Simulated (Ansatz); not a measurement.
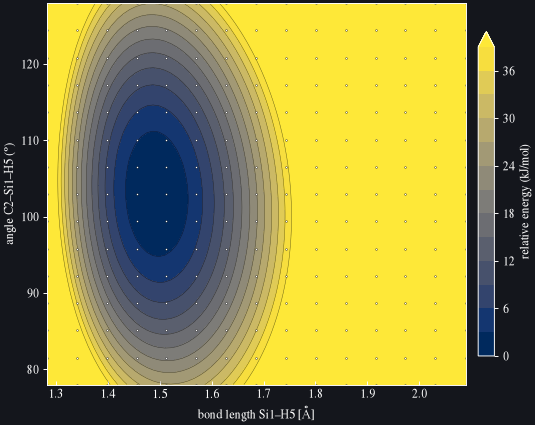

CH2SSi, SMILES [SiH2]=C=S. The first coordinate is: bond length Si1–H5; the second: angle C2–Si1–H5. Nothing is relaxed (all other coordinates rigid). Grid: 15 × 15 points. Energies are in kJ/mol, from the relaxed molecule at the same level. These are results of RKS PBE0-D4/def2-TZVP in Ansatz 0.2.0, not measurements.

In the figure: filled contours, dots at the grid points, one colour for all values above the top of the scale. Between grid points the surface is interpolated.

Question: Estimate the position of the minimum and the force constants in these coordinates.

Answer: The interpolated minimum is at bond length Si1–H5 ≈ 1.492 Å, angle C2–Si1–H5 ≈ 103.0°. The curvatures there are about 17 eV/Å² and 3 eV/rad², with a cross term of about 0.5 eV/(Å·rad). Round the minimum the two coordinates are weakly coupled (coupling 0.07 in units of the two stiffnesses). (1 eV is 96.5 kJ/mol.)
